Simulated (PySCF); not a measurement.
**CF4, SMILES `FC(F)(F)F`: what the electrons do**

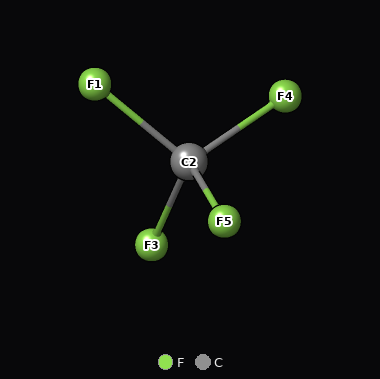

The molecule, with its atoms numbered as below. No frequency check shows the geometry to be a minimum.

Cartesian coordinates (Å):

```
F1      -0.7587    0.7135    0.8013
C2       0.0000    0.0000   -0.0001
F3      -0.7587   -0.7135   -0.8013
F4       0.7587    0.8013   -0.7135
F5       0.7587   -0.8013    0.7135
```

## 1. Bonding charge

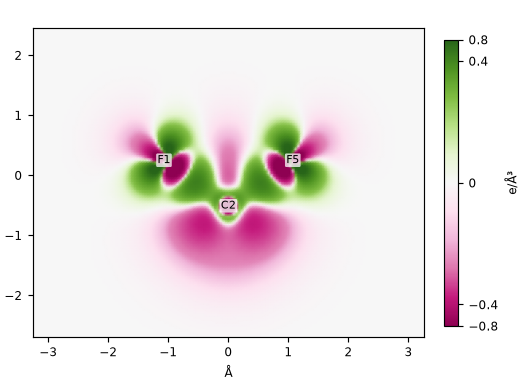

Deformation density (molecule less spherical, spin-averaged free atoms) in the plane of F1, C2 and F5; colour scale in e/Å³, logarithmic beyond ±0.1; green: gain, pink: loss.

PySCF calculation, ωB97X/def2-TZVP, gas phase; geometry: GFN2-xTB.

Q: Describe the bonding that the map shows.

A: F1–C2 and C2–F5: +0.27 e/Å³ at the bond critical point (bond length 1.31 Å, Mayer order 1.2). In all, 1.0 electrons gather in the regions of gain relative to the promolecule.

Q: Where do the Hirshfeld charges lie?

A: The highest Hirshfeld charge is on C2 (+0.32 e), the lowest on F1, F3, F4 and F5 (−0.08 e).

## 2. Local ionisation energy

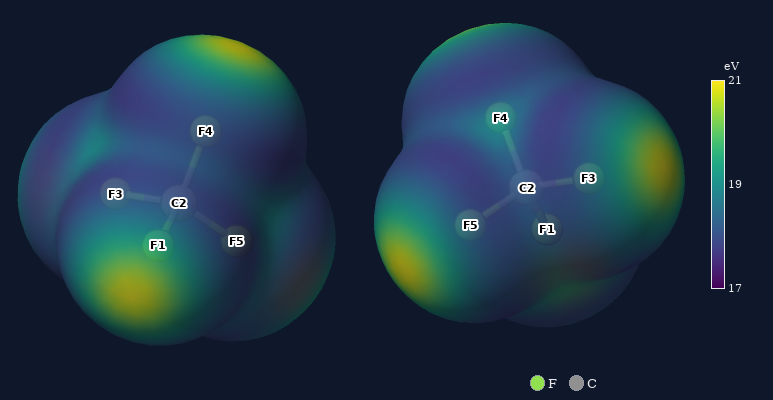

Average local ionisation energy on the surface of electron density 0.001 a.u. (back view left, front view right).

Q: Where are the most loosely bound electrons on this surface?

A: The lowest value is 17.8 eV, 1.7 Å from F1, and at like points elsewhere. For comparison, the highest occupied orbital lies at −15.2 eV.

Q: What volume does the surface enclose, and what is the dipole moment?

A: About 62 Å³; the dipole moment is 0.0 D.

## 3. In an electric field

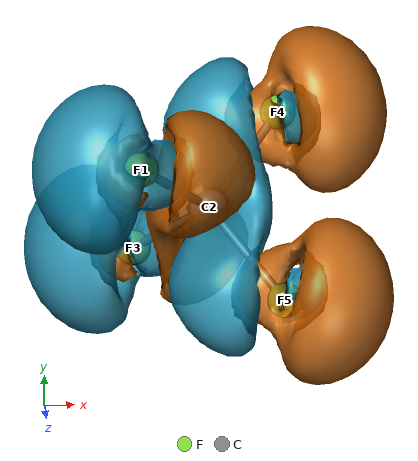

Change of the electron density in a uniform field of 0.21 V/Å, surfaces at ±0.001 e/Å³ (light blue: gain, orange: loss).

Computed with PySCF, ωB97X/def2-TZVP, geometry: GFN2-xTB. A basis without diffuse functions makes polarisabilities too small.

Q: Along which Cartesian direction does the field point?

A: Along +x: electrons gather on the −x side, against the field.

Q: How large is the response?

A: The induced dipole is 0.17 D (along the field); α along this axis, from the fields in both directions, is 16 bohr³ (2.4 Å³).

Q: Which atoms gain and lose the most charge?

A: Electrons gather most on F1 and F3 alike (Hirshfeld charge changes by −0.005 e) and leave F4 and F5 alike most (+0.005 e); 0.022 electrons are displaced in all.

The PySCF runs shown took 4.3 s and 9.3 s on 1 thread of AMD EPYC 9R45 96-Core Processor (Zen 5), on a shared host.
